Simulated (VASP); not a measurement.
Energy against volume of Si (diamond). Level of theory: revPBE GGA, VASP's PBE PAW potentials (set 64) (plane waves; VASP).

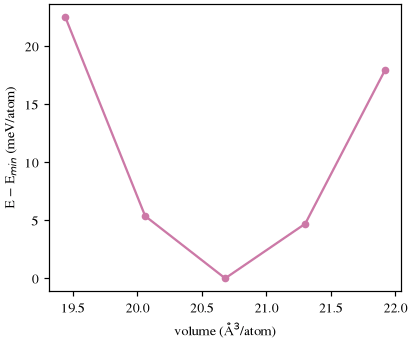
Figure: Energy against volume

### Question
Estimate the equilibrium volume and the bulk modulus.

### Answer
The minimum lies near 20.7 Å³/atom, and the curvature gives B0 of about 86 GPa.

Measured: bulk modulus 101 GPa at 0 K (computed value off by -14.4 %), as given by Jianwei Sun et al., Physical Review B (2011), doi:10.1103/physrevb.84.035117 [0 K value with zero-point phonon effects removed]; a 5.421 Å at 0 K (computed value off by +1.3 %), as given by Daniel Mejia-Rodriguez et al., Physical Review B (2018), arXiv:1807.09216 [static lattice: zero-point anharmonic expansion removed].

The compound is Si in the diamond structure. It was relaxed first.
